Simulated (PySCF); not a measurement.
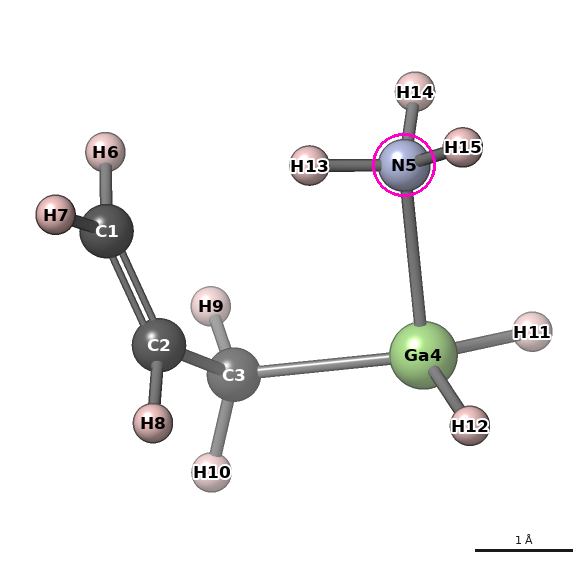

Orthographic view. Atoms fade into the background with distance from the viewer. The geometry was computed by an optimisation with GFN2-xTB. No frequency run is at hand to confirm it as a minimum.

### Name the neighbours of the circled atom.

The circled atom is N5; it is bonded to Ga4, H13, H14, H15.

### Of C2 and C3, which is nearer the viewer?

C2; the bond to C3 points away from the viewer, so it looks shorter than its 1.48 Å.

### What is the shortest path along bonds from the circled atom to H6?

N5–Ga4–C3–C2–C1–H6, 5 bonds; through space the two are 3.14 Å apart.

### Which two atoms are farthest apart in space?

H7 and H11, 5.85 Å.
